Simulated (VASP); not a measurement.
# Driving VASP from ASE on YS, part 3 of 4

Do ASE scripts that read YS from different structure formats give one answer, and do several routes find one equilibrium volume? All runs use r2SCAN. Left out of this account: 1 further run (self-consistent run: a reference on another mesh). The start is a cell from a database of measured crystal structures.

VASP 6.6.1, plane waves and PAW; the level of theory is named at each step.

So far. Step 2 (Self-consistent run (r2SCAN, through ASE)): The pressure is 2.07 GPa and the largest force 0.000 eV/Å, so the cell is not at a minimum at these settings. Step 3 (Self-consistent run (r2SCAN, through ASE), try 2): The energy lies -12.72 meV an atom from the first script, since this cell and mesh sample the zone at other points.

## 4. Relaxing cell and atoms (r2SCAN, through ASE)

Level of this step: r2SCAN; plane waves and PAW (Y_sv, S) (VASP).

System of this step: YS. Symmetry: Fm-3m, No. 225, cubic system. The conventional cell has a = 5.487 Å, b = 5.487 Å, c = 5.487 Å, α = 90.00°, β = 90.00°, γ = 90.00°. Nearest to Y lie 6 S at 2.74 Å. Nearest to S lie 6 Y at 2.74 Å. Farther neighbours and most contacts between anions are not listed.

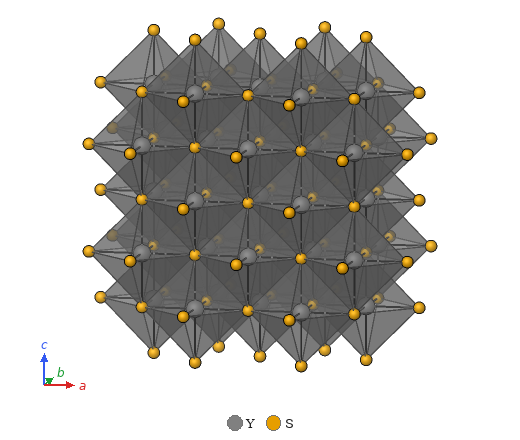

The cell of this step (yttrium grey, sulfur orange). 2×1×2 conventional cells are drawn. Some periodic images of atoms are drawn too.

The start need not lie at this functional's minimum. ISIF = 3 frees volume, shape and positions, and EDIFFG sets the threshold on forces and stress at which the search stops.

The input, run.py:

```python
import numpy as np
from ase.calculators.vasp import Vasp
from ase import Atoms

atoms = Atoms(['Y', 'S'],
              cell=[[0.0, 2.74365, 2.74365], [2.74365, 0.0, 2.74365], [2.74365, 2.74365, 0.0]],
              scaled_positions=[[0.5, 0.5, 0.5], [0.0, 0.0, 0.0]],
              pbc=True)

calc = Vasp(
    xc='r2scan',
    pp='PBE',
    prec='Accurate',
    encut=400,
    ediff=1e-06,
    nelm=100,
    ismear=-1,
    sigma=0.05,
    lreal=False,
    algo='Normal',
    lasph=True,
    nbands=14,
    lorbit=11,
    lwave=False,
    lcharg=False,
    kpar=2,
    ibrion=2,
    nsw=60,
    isif=3,
    ediffg=-0.01,
    pp_version='64',
    setups={'Y': '_sv', 'S': ''},
    kpts=(12, 12, 12),
    gamma=True,
    txt='vasp.out',
)
atoms.calc = calc

print("energy (eV):", round(atoms.get_potential_energy(), 6))
print("Fermi level (eV):", round(calc.get_fermi_level(), 4))
print("forces (eV/A):")
print(np.round(atoms.get_forces(), 4))
print("stress (GPa, Voigt, tension positive):", np.round(atoms.get_stress() * 160.21766, 3))
print("cell (A, degrees):", np.round(atoms.cell.cellpar(), 4))
print("volume (A^3):", round(atoms.get_volume(), 4))
print("positions:")
print(np.round(atoms.get_scaled_positions(), 5))
```

The projector-augmented-wave data sets are Y_sv and S (PBE family, release 64).

On the command line:

```sh
> export ASE_VASP_COMMAND="mpirun -np 2 vasp_std"
> python run.py
```

Log:

```text
energy (eV): -32.83865
Fermi level (eV): 7.0043
forces (eV/A):
[[-0.  0. -0.]
 [ 0. -0.  0.]]
stress (GPa, Voigt, tension positive): [-0.007 -0.007 -0.007 -0.    -0.     0.   ]
cell (A, degrees): [ 3.9057  3.9057  3.9057 60.     60.     60.    ]
volume (A^3): 42.1289
positions:
[[0.5 0.5 0.5]
 [0.  0.  0. ]]
```

The job ended after 1.9 min (2 MPI ranks of Intel Xeon Platinum 8488C (Sapphire Rapids), shared host; peak memory 0.37 GiB).

The INCAR that ASE wrote:

```
ENCUT = 400.000000
SIGMA = 0.050000
EDIFF = 1.00e-06
EDIFFG = -1.00e-02
ALGO = Normal
METAGGA = R2SCAN
PREC = Accurate
IBRION = 2
ISIF = 3
ISMEAR = -1
KPAR = 2
LORBIT = 11
NBANDS = 14
NELM = 100
NSW = 60
LASPH = .TRUE.
LCHARG = .FALSE.
LWAVE = .FALSE.
LREAL = .FALSE.
```

The KPOINTS that ASE wrote:

```
KPOINTS created by Atomic Simulation Environment
0
Gamma
12 12 12
0 0 0
```

VASP's own log, vasp.out:

```text
[banner, memory and clock lines left out]
running    2 mpi-ranks, on    1 nodes
 distrk:  each k-point on    1 cores,    2 groups
 distr:  one band on    1 cores,    1 groups

 POSCAR found type information on POSCAR Y S
 POSCAR found :  2 types and       2 ions
 [... a notice as in an earlier step ...]

 LDA part: xc-table for (None), standard interpolation
 POSCAR, INCAR and KPOINTS ok, starting setup
 FFT: planning ... GRIDC
 FFT: planning ... GRID_SOFT
 FFT: planning ... GRID
 WAVECAR not read
 entering main loop
       N       E                     dE             d eps       ncg     rms          rms(c)
[... 13 cycles as in an earlier step ...]
   1 F= -.32836240E+02 E0= -.32833600E+02  d E =-.328362E+02
 curvature:   0.00 expect dE= 0.000E+00 dE for cont linesearch  0.000E+00
 trial: gam= 0.00000 g(F)=  0.395E-59 g(S)=  0.206E-01 ort = 0.000E+00 (trialstep = 0.100E+01)
 search vector abs. value=  0.206E-01
 bond charge predicted
       N       E                     dE             d eps       ncg     rms          rms(c)
DAV:   1    -0.329412128804E+02   -0.10497E+00   -0.23815E+00  2708   0.116E+01    0.295E+00
DAV:   2    -0.328639335008E+02    0.77279E-01   -0.23991E-01  2578   0.370E+00    0.150E+00
DAV:   3    -0.328341039425E+02    0.29830E-01   -0.14239E-01  3264   0.239E+00    0.133E+00
DAV:   4    -0.328348258899E+02   -0.72195E-03   -0.45636E-03  2334   0.551E-01    0.926E-01
DAV:   5    -0.328369220549E+02   -0.20962E-02   -0.34001E-03  3256   0.253E-01    0.104E-01
DAV:   6    -0.328368783372E+02    0.43718E-04   -0.14105E-04  2458   0.858E-02    0.713E-02
DAV:   7    -0.328369298880E+02   -0.51551E-04   -0.41592E-05  3610   0.368E-02    0.301E-02
DAV:   8    -0.328369292423E+02    0.64578E-06   -0.11008E-05  2658   0.237E-02    0.947E-03
DAV:   9    -0.328369294662E+02   -0.22395E-06   -0.29435E-07  1248   0.470E-03
   2 F= -.32836929E+02 E0= -.32834043E+02  d E =-.689073E-03
 trial-energy change:   -0.000689  1 .order   -0.001073   -0.020571    0.018425
 step:   0.5128(harm=  0.5275)  dis= 0.00000  next Energy=   -32.841463 (dE=-0.522E-02)
 bond charge predicted
       N       E                     dE             d eps       ncg     rms          rms(c)
DAV:   1    -0.328670946024E+02   -0.30165E-01   -0.57502E-01  2666   0.568E+00    0.151E+00
DAV:   2    -0.328476065679E+02    0.19488E-01   -0.54428E-02  2438   0.185E+00    0.706E-01
DAV:   3    -0.328406725340E+02    0.69340E-02   -0.31896E-02  3242   0.114E+00    0.621E-01
DAV:   4    -0.328408778363E+02   -0.20530E-03   -0.88519E-04  2364   0.245E-01    0.444E-01
DAV:   5    -0.328414063663E+02   -0.52853E-03   -0.88868E-04  3204   0.121E-01    0.521E-02
DAV:   6    -0.328413938348E+02    0.12531E-04   -0.31838E-05  2702   0.407E-02    0.355E-02
DAV:   7    -0.328414147579E+02   -0.20923E-04   -0.12381E-05  3392   0.195E-02    0.124E-02
DAV:   8    -0.328414160700E+02   -0.13121E-05   -0.24558E-06  2124   0.103E-02    0.322E-03
DAV:   9    -0.328414161669E+02   -0.96897E-07   -0.75319E-08  1086   0.256E-03
   3 F= -.32841416E+02 E0= -.32838650E+02  d E =-.517577E-02
 curvature:  -0.26 expect dE=-0.731E-07 dE for cont linesearch -0.731E-07
 trial: gam=-0.00366 g(F)=  0.264E-59 g(S)=  0.277E-06 ort = 0.756E-04 (trialstep = 0.903E+00)
 search vector abs. value=  0.104E-09
 reached required accuracy - stopping structural energy minimisation
```

From OUTCAR (step 4):

```text
The static configuration has the point symmetry O_h .

 Found     72 irreducible k-points:

   NELECT =      17.0000    total number of electrons

 E-fermi :   7.0043

 k-point     1 :       0.0000    0.0000    0.0000
  band No.  band energies     occupation
    ...
      7       3.0416      2.00000
      8       3.0416      2.00000
      9       6.8047      1.96377
     10       6.8047      1.96376
     11       6.8047      1.96376
     12       7.6634      0.00000
     13       7.6634      0.00000
     14       8.5308      0.00000

 k-point     2 :       0.0833    0.0000    0.0000
  band No.  band energies     occupation
    ...
      7       2.8521      2.00000
      8       2.8521      2.00000
      9       6.8909      1.81240
     10       6.9482      1.50919
     11       6.9482      1.50916
     12       7.9770      0.00000
     13       7.9770      0.00000
     14       8.8895      0.00000

  Total        0.0019582      0.0019582      0.0019582      0.0000000      0.0000000      0.0000000
  in kB        0.0744720      0.0744720      0.0744720      0.0000000      0.0000000      0.0000000
  external PRESSURE =       0.0744720 kB  Pullay stress =       0.0000000 kB

  energy-cutoff  :      400.00
  volume of cell :       42.13
      direct lattice vectors                 reciprocal lattice vectors
     0.000000000  2.761742915  2.761742915    -0.181045092  0.181045092  0.181045092
     2.761742915 -0.000000000  2.761742915     0.181045092 -0.181045092  0.181045092
     2.761742915  2.761742915 -0.000000000     0.181045092  0.181045092 -0.181045092

 POSITION                                       TOTAL-FORCE (eV/Angst)
 -----------------------------------------------------------------------------------
      2.76174      2.76174      2.76174        -0.000000      0.000000     -0.000000
      0.00000      0.00000     -0.00000         0.000000     -0.000000      0.000000
 -----------------------------------------------------------------------------------
    total drift:                                0.000000      0.000000      0.000000

  FREE ENERGIE OF THE ION-ELECTRON SYSTEM (eV)
  ---------------------------------------------------
  free  energy   TOTEN  =       -32.8414161669 eV

  energy  without entropy=      -32.8358829156  energy(sigma->0) =      -32.83864954

 reached required accuracy - stopping structural energy minimisation

 total charge
# of ion       s       p       d       f       tot
--------------------------------------------------
    1        2.136   6.312   1.074   0.062   9.584
    2        1.300   2.501   0.000   0.000   3.801
--------------------------------------------------
tot          3.437   8.813   1.074   0.062  13.385

[... 7 parts as in an earlier step ...]

[... 5 further parts left out ...]
```

CONTCAR:

```
Y  S
   1.00000000000000
     0.0000000000000000    2.7617429154426691    2.7617429154426691
     2.7617429154426691   -0.0000000000000000    2.7617429154426691
     2.7617429154426691    2.7617429154426691   -0.0000000000000000
  Y               S
     1     1
Direct
     0.5000000000000000    0.5000000000000000    0.5000000000000000
     0.0000000000000000    0.0000000000000000    0.0000000000000000
```

The run keeps the 48 symmetry operations of its start, so it cannot find a distortion of lower symmetry.

Relaxation path:

```tsv
step	energy less that of the first step (eV)	largest force (eV/Å)	pressure (GPa)	volume (Å³)
1	0.0000	0.0000	2.07	41.31
2	-0.0007	0.0000	-1.78	42.92
3	-0.0052	0.0000	0.01	42.13
```

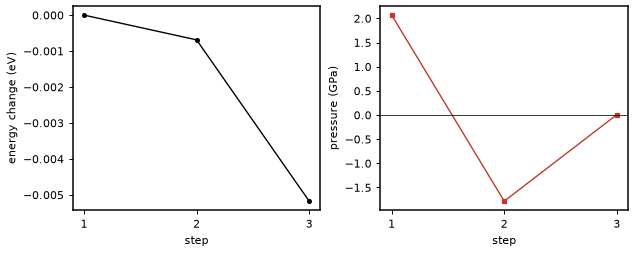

Energy and pressure along the relaxation.

```tsv
conventional cell, symmetrised	before	after	change
a (Å)	5.487	5.523	+0.7 %
b (Å)	5.487	5.523	+0.7 %
c (Å)	5.487	5.523	+0.7 %
volume (Å³/atom)	20.65	21.06	+2.0 %
```

Final coordinates:

```cif
data_structure
_symmetry_space_group_name_H-M 'P 1'
_symmetry_Int_Tables_number 1
_cell_length_a 3.9057
_cell_length_b 3.9057
_cell_length_c 3.9057
_cell_angle_alpha 60.000
_cell_angle_beta 60.000
_cell_angle_gamma 60.000
_cell_volume 42.13
loop_
_atom_site_label
_atom_site_type_symbol
_atom_site_fract_x
_atom_site_fract_y
_atom_site_fract_z
_atom_site_occupancy
Y1 Y 0.50000 0.50000 0.50000 1
S2 S 0.00000 0.00000 0.00000 1
```

This step gave:

```
electrons                       : 17
bands                           : 14
irreducible k-points            : 72
free energy (TOTEN)             : -32.84 eV
energy at zero smearing         : -32.84 eV
Fermi energy                    : 7.004 eV
pressure                        : 0.007447 GPa
SCF cycles over all ionic steps : 31
```

It ends with forces that vanish by symmetry and a pressure of 0.01 GPa.

## 5. Equation of state by an ASE loop (r2SCAN)

An ASE loop scales the volume and fits the energies, which gives the bulk modulus from energies alone.

The input, run.py:

```python
import numpy as np
from ase.calculators.vasp import Vasp
from ase.io import read
from ase.eos import EquationOfState
from ase.units import GPa

atoms = read('YS.cif')

calc = Vasp(
    xc='r2scan',
    pp='PBE',
    prec='Accurate',
    encut=400,
    ediff=1e-06,
    nelm=100,
    ismear=-1,
    sigma=0.05,
    lreal=False,
    algo='Normal',
    lasph=True,
    nbands=14,
    lorbit=11,
    lwave=False,
    lcharg=False,
    kpar=2,
    isif=2,
    pp_version='64',
    setups={'Y': '_sv', 'S': ''},
    kpts=(12, 12, 12),
    gamma=True,
    txt='vasp.out',
)
atoms.calc = calc

cell, volumes, energies = atoms.get_cell(), [], []
for x in [0.94, 0.96, 0.98, 1.0, 1.02, 1.04, 1.06]:
    atoms.set_cell(cell * x ** (1 / 3), scale_atoms=True)
    volumes.append(atoms.get_volume())
    energies.append(atoms.get_potential_energy())
    print(f"{x:.2f}  V = {volumes[-1]:.4f} A^3  E = {energies[-1]:.6f} eV")
v0, e0, b0 = EquationOfState(volumes, energies, eos="birchmurnaghan").fit()
print(f"V0 = {v0:.4f} A^3  E0 = {e0:.6f} eV  B0 = {b0 / GPa:.2f} GPa")
```

The input, YS.cif:

```cif
data_YS
_cell_length_a 3.88010704
_cell_length_b 3.88010704
_cell_length_c 3.88010704
_cell_angle_alpha 60.00000000
_cell_angle_beta 60.00000000
_cell_angle_gamma 60.00000000
_space_group_name_H-M_alt 'P1'
_space_group_name_Hall 'P 1'
_space_group_IT_number 1
loop_
_space_group_symop_operation_xyz
'x,y,z'
loop_
_atom_site_label
_atom_site_type_symbol
_atom_site_symmetry_multiplicity
_atom_site_Wyckoff_symbol
_atom_site_fract_x
_atom_site_fract_y
_atom_site_fract_z
_atom_site_occupancy
Y1 Y 1 a 0.5000000000 0.5000000000 0.5000000000 1
S1 S 1 a 0.0000000000 0.0000000000 0.0000000000 1
```

Log:

```text
0.94  V = 38.8279 A^3  E = -32.745251 eV
0.96  V = 39.6540 A^3  E = -32.788074 eV
0.98  V = 40.4802 A^3  E = -32.817067 eV
1.00  V = 41.3063 A^3  E = -32.833605 eV
1.02  V = 42.1324 A^3  E = -32.838941 eV
1.04  V = 42.9585 A^3  E = -32.834173 eV
1.06  V = 43.7847 A^3  E = -32.820311 eV
V0 = 42.1413 A^3  E0 = -32.838940 eV  B0 = 99.68 GPa
```

The job ended after 5.1 min (2 MPI ranks; peak memory 0.36 GiB).

The INCAR that ASE wrote:

```
ENCUT = 400.000000
SIGMA = 0.050000
EDIFF = 1.00e-06
ALGO = Normal
METAGGA = R2SCAN
PREC = Accurate
ISIF = 2
ISMEAR = -1
KPAR = 2
LORBIT = 11
NBANDS = 14
NELM = 100
LASPH = .TRUE.
LCHARG = .FALSE.
LWAVE = .FALSE.
LREAL = .FALSE.
```

ASE turned this into the KPOINTS:

```
KPOINTS created by Atomic Simulation Environment
0
Gamma
12 12 12
0 0 0
```

vasp.out (the last of its runs):

```text
[banner, memory and clock lines left out]
running    2 mpi-ranks, on    1 nodes
 distrk:  each k-point on    1 cores,    2 groups
 distr:  one band on    1 cores,    1 groups

 POSCAR found type information on POSCAR Y S
 POSCAR found :  2 types and       2 ions
 [... a notice as in an earlier step ...]

 LDA part: xc-table for (None), standard interpolation
 POSCAR, INCAR and KPOINTS ok, starting setup
 FFT: planning ... GRIDC
 FFT: planning ... GRID_SOFT
 FFT: planning ... GRID
 WAVECAR not read
 WARNING: random wavefunctions but no delay for mixing, default for NELMDL
 entering main loop
       N       E                     dE             d eps       ncg     rms          rms(c)
DAV:   1     0.299551828101E+02    0.29955E+02   -0.70893E+03  2016   0.918E+02
DAV:   2    -0.335884341035E+02   -0.63544E+02   -0.60419E+02  2752   0.207E+02
DAV:   3    -0.376987509606E+02   -0.41103E+01   -0.40786E+01  3448   0.392E+01
DAV:   4    -0.377769627670E+02   -0.78212E-01   -0.78119E-01  2292   0.511E+00
DAV:   5    -0.377784024185E+02   -0.14397E-02   -0.14390E-02  2830   0.597E-01    0.241E+01
DAV:   6    -0.328809961241E+02    0.48974E+01   -0.23843E+00  2846   0.115E+01    0.165E+01
DAV:   7    -0.328575300036E+02    0.23466E-01   -0.10580E+00  2466   0.711E+00    0.601E+00
DAV:   8    -0.328232380838E+02    0.34292E-01   -0.13515E-01  2324   0.254E+00    0.841E-01
DAV:   9    -0.328232112801E+02    0.26804E-04   -0.91144E-03  2660   0.735E-01    0.265E-01
DAV:  10    -0.328232612138E+02   -0.49934E-04   -0.33998E-04  2628   0.131E-01    0.130E-01
DAV:  11    -0.328233284458E+02   -0.67232E-04   -0.99431E-05  2564   0.980E-02    0.287E-02
DAV:  12    -0.328233280825E+02    0.36329E-06   -0.33220E-06  2340   0.130E-02
   1 F= -.32823328E+02 E0= -.32820311E+02  d E =-.603408E-02
```

Parts of OUTCAR (step 5):

```text
   ENCUT  =  400.0 eV  29.40 Ry    5.42 a.u.   6.45  6.45  6.45*2*pi/ulx,y,z

   NELECT =      17.0000    total number of electrons

 E-fermi :   6.7266

 k-point     1 :       0.0000    0.0000    0.0000
  band No.  band energies     occupation
    ...
      7       2.7491      2.00000
      8       2.7491      2.00000
      9       6.5465      1.94691
     10       6.5465      1.94691
     11       6.5465      1.94690
     12       7.3692      0.00001
     13       7.3692      0.00001
     14       7.9439      0.00000

  Total       -0.9681516     -0.9681516     -0.9681516     -0.0000000      0.0000000      0.0000000
  in kB      -35.4268028    -35.4268028    -35.4268028     -0.0000000      0.0000000      0.0000000
  external PRESSURE =     -35.4268028 kB  Pullay stress =       0.0000000 kB

 POSITION                                       TOTAL-FORCE (eV/Angst)
 -----------------------------------------------------------------------------------
      3.95621      2.28412      1.61511        -0.000000      0.000000      0.000000
      0.00000      0.00000      0.00000         0.000000     -0.000000      0.000000
 -----------------------------------------------------------------------------------
    total drift:                                0.000000      0.000000      0.000000

  FREE ENERGIE OF THE ION-ELECTRON SYSTEM (eV)
  ---------------------------------------------------
  free  energy   TOTEN  =       -32.8233280825 eV

  energy  without entropy=      -32.8172940057  energy(sigma->0) =      -32.82031104

[... 3 parts as in an earlier step ...]

[... 13 further parts left out ...]
```

Numbers from this step:

```yaml
bulk_modulus: 99.68 GPa
equilibrium_volume_of_the_fit: 21.07 Å³/atom
```

The fitted volume lies +0.03 % from the relaxed one.

(Part 3 of 4 ends here.)

[Lines on the potential files, build, host, timing and source positions are cut from VASP's logs without a mark.]

[Logs are printed without paths, hosts, clocks, repeated set-up lines and the standing remarks that a program may print on its own settings, such as how far it seeks lower states.]

[Hosts, paths, dates, database ids (printed as entryN), source tags and the programs' standing remarks are cut or masked in the printed files.]

[A measured line is paired with the nearest computed mode of its activity, which favours agreement.]
